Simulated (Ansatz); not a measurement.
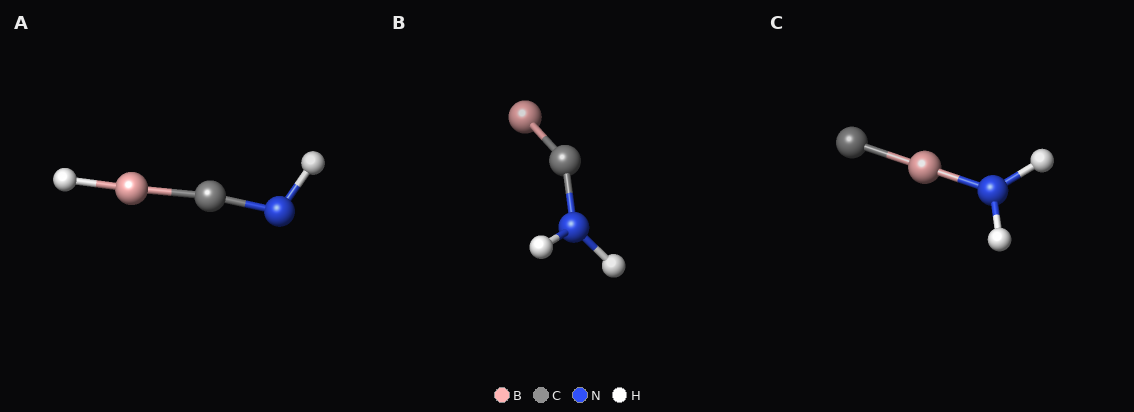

3 stationary structures of one formula. Geometries: PBE-D4/def2-SVP. Electronic energies: PBE-D4/def2-SVP (Ansatz 0.2.0), without zero-point energy. No frequency run is at hand to confirm each as a minimum.

Question: Which structure is the most stable?

Answer: A is lowest; C lies 178.0 kJ/mol above it, B lies 194.0 kJ/mol above it (Cs).
